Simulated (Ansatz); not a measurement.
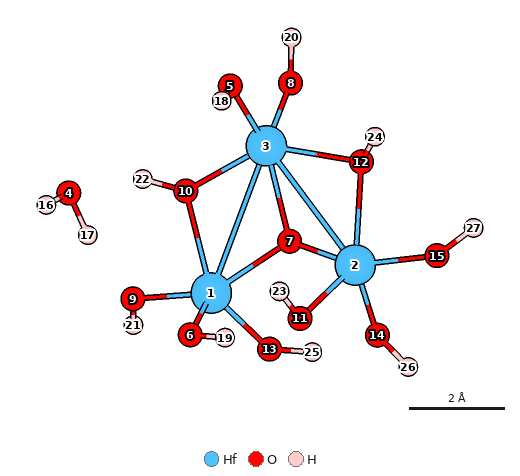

Fig. 1: The structure (ball-and-stick view, seen at a tilt; atoms are numbered from 1 in the order of the input). Sticks mark near contacts. Bond lengths as drawn: Hf–Hf 3.36 to 3.43 Å, Hf–O 1.96 to 2.22 Å and H–O 0.97 to 1.01 Å.

## Run report: Hf3H12O12 (charge −1), single-point calculation

Hf3H12O12, charge −1, multiplicity 2, computed with UKS PBE0-D4/def2-TZVP (Ansatz 0.2.0).

The geometry comes from this level: PBE-D4/def2-SVP.

## Input file
```yaml
crystal:
  periodic: [false, false, false]
  atoms:
    - {symbol: Hf, position_ang: [-0.327825, 0.872129, -1.549672]}
    - {symbol: Hf, position_ang: [2.239322, -0.015495, 1.020051]}
    - {symbol: Hf, position_ang: [-1.033999, -0.648540, 1.440943]}
    - {symbol: O, position_ang: [-3.872029, -0.269310, -2.220644]}
    - {symbol: O, position_ang: [-1.529350, -2.550296, 1.769437]}
    - {symbol: O, position_ang: [0.845112, -0.387609, -2.492905]}
    - {symbol: O, position_ang: [0.324875, 0.533773, 0.388125]}
    - {symbol: O, position_ang: [-2.275559, 0.211925, 2.735923]}
    - {symbol: O, position_ang: [-1.905884, 1.373040, -2.808415]}
    - {symbol: O, position_ang: [-1.902084, -0.220147, -0.432790]}
    - {symbol: O, position_ang: [2.879257, -1.044283, -0.607149]}
    - {symbol: O, position_ang: [0.789215, -0.466609, 2.633819]}
    - {symbol: O, position_ang: [0.574669, 2.630813, -1.490756]}
    - {symbol: O, position_ang: [2.697417, 1.848322, 0.329046]}
    - {symbol: O, position_ang: [3.673244, -0.303364, 2.382375]}
    - {symbol: H, position_ang: [-3.565336, -1.037579, -2.738144]}
    - {symbol: H, position_ang: [-3.250746, 0.461264, -2.551123]}
    - {symbol: H, position_ang: [-0.964571, -3.262150, 1.416747]}
    - {symbol: H, position_ang: [1.674073, -0.663037, -2.015414]}
    - {symbol: H, position_ang: [-2.757251, -0.284858, 3.422167]}
    - {symbol: H, position_ang: [-1.994055, 2.265976, -3.181438]}
    - {symbol: H, position_ang: [-2.778776, -0.357093, -0.903936]}
    - {symbol: H, position_ang: [2.635923, -1.990066, -0.522496]}
    - {symbol: H, position_ang: [1.052630, -1.218121, 3.201559]}
    - {symbol: H, position_ang: [1.366534, 2.637696, -0.893677]}
    - {symbol: H, position_ang: [3.634917, 2.111512, 0.325156]}
    - {symbol: H, position_ang: [3.770268, -0.227891, 3.343202]}
basis:
  gaussian: {orbitals: def2-TZVP, fitting: {mean_field: def2-universal-jkfit}, initial_orbitals: start.molden}
total_charge: -1
magnetization: {spin_polarized: true, initial_magnetization: 1}
hamiltonian: {xc: pbe0, dispersion: d4}
scf: {omitted_lower_state_checks: [starts]}
output: {orbitals: {seedname: orbitals}}
```

Run on 2 CPU threads, shared host.

Run as:
```bash
ansatz run in.yaml --threads 2 --pin off --events-out ev --progress --plain --max-ram 22528MiB --backend cuda --devices 0, --max-vram 18GiB
```

## Log
```
Functional definition: PBE0
  name "PBE0"
  cite "Adamo & Barone, J. Chem. Phys. 110, 6158 (1999) doi:10.1063/1.478522"
  cite "Perdew, Burke & Ernzerhof, Phys. Rev. Lett. 77, 3865 (1996) doi:10.1103/PhysRevLett.77.3865"
  parent pbe
  parameter a = 0.25
  parameter kappa = 0.804
  parameter beta = 0.06672455060314922
  exchange = (1 - a)*pbe_x(kappa = kappa, mu = beta*pi^2/3) + a*exact_x
  correlation = pbe_c(beta = beta)
these checks for a lower state are left out or cut short: starts
1821 factors; integrals over basis functions are off by at most 8.8e-1 eV
mean field evaluation 1: about -28674.4046 eV, gradient 2.3e2 eV
mean field evaluation 2: about -28687.3396 eV, gradient 1.2e1 eV
mean field evaluation 4: about -28688.2217 eV, gradient 2.0e-2 eV
mean field evaluation 8: about -28688.2204 eV, gradient 1.6e-5 eV
mean field -28688.22039292 eV, -1054.2726538657 hartree, gradient 1.6e-5 eV, S^2 0.751022; 0 other end points of the search recorded, 0 dependent functions left out
reference -28688.22047788 eV, -1054.2726569878 hartree; 73, 72 occupied and 491, 492 virtual orbitals, 1821 factors
Total energy: -28688.88791448 eV, -1054.2971848304 hartree
Checks for a lower state left out: starts
```

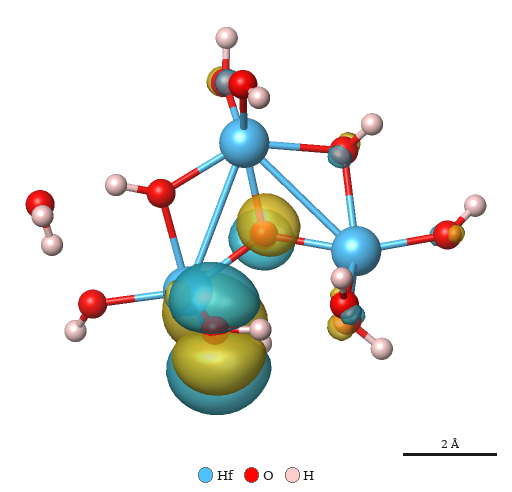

Fig. 2: The HOMO−1 (α) at ±0.08 Å⁻³ᐟ² (yellow and cyan are the two phases), seen face on. Its energy is −4.69 eV.

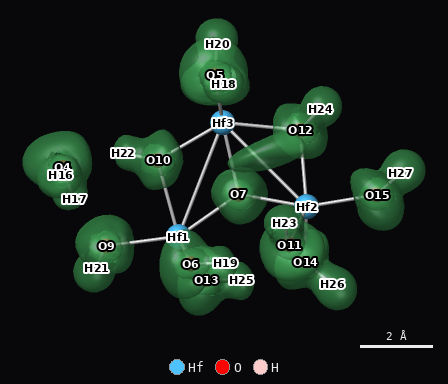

Fig. 3: Isosurface of the ELF at 0.75 (green), seen face on. Core shells and regions of very low density are left out. Along the contacts the grid gives the following. O9···H17 (1.65 Å): the ELF is only about 0.20 between them (a closed-shell contact with the geometry of a hydrogen bond). Hf–O (1.96 Å): the ELF peaks at about 0.85 in the valence shell of O, 0.5 Å from its nucleus, and drops to about 0.25 between the two atoms.

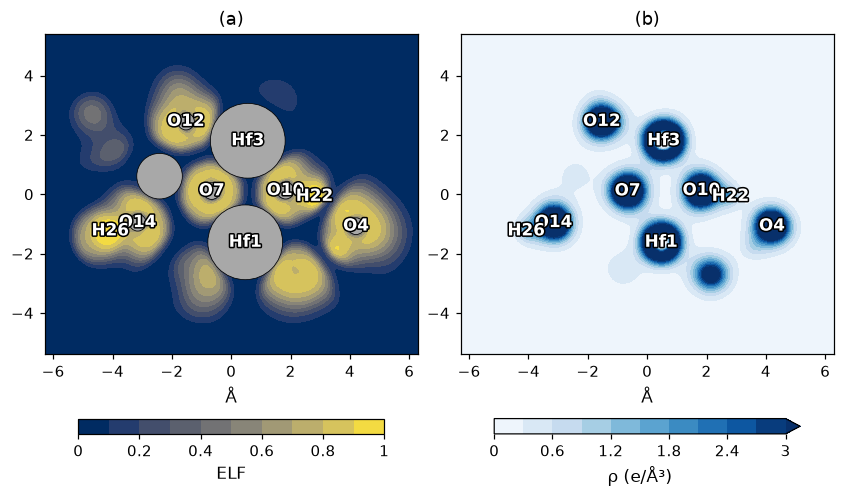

Fig. 4: (a) electron localisation function; (b) total electron density on the plane of atoms O7, Hf3 and O10. Grey discs, where drawn, cover atomic cores. Atoms in the plane: Hf, O and H. Hf–O (2.19 Å): ρ at the midpoint is about 0.5 e/Å³; the ELF peaks at about 0.90 in the valence shell of O, 0.6 Å from its nucleus, and drops to about 0.15 between the two atoms.

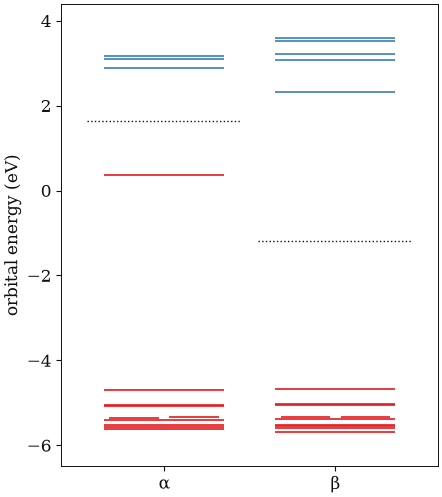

Fig. 5: Orbital energies near the frontier for α and β spins; the dotted line parts filled from empty levels, and levels within 0.02 eV of each other stand side by side. α: highest filled 0.37 eV, lowest empty 2.89 eV, 2.52 eV apart; β: highest filled −4.68 eV, lowest empty 2.32 eV, 7.00 eV apart.

## Summary

```tsv
quantity	value
outcome	converged
total energy	−28688.8879 eV
mean-field energy	−28688.2205 eV
dispersion energy	−0.6674 eV
⟨S²⟩	0.751
SCF solution under orbital rotations	stable
HOMO (either spin)	0.37 eV
LUMO (either spin)	2.32 eV
wall time	7.5 s (CPU time 9.9 s)
peak memory	1.2 GiB
```

## Remarks

The highest filled orbital lies above zero: either the extra electron isn't bound at this level, or the self-interaction error of the functional lifts the level.
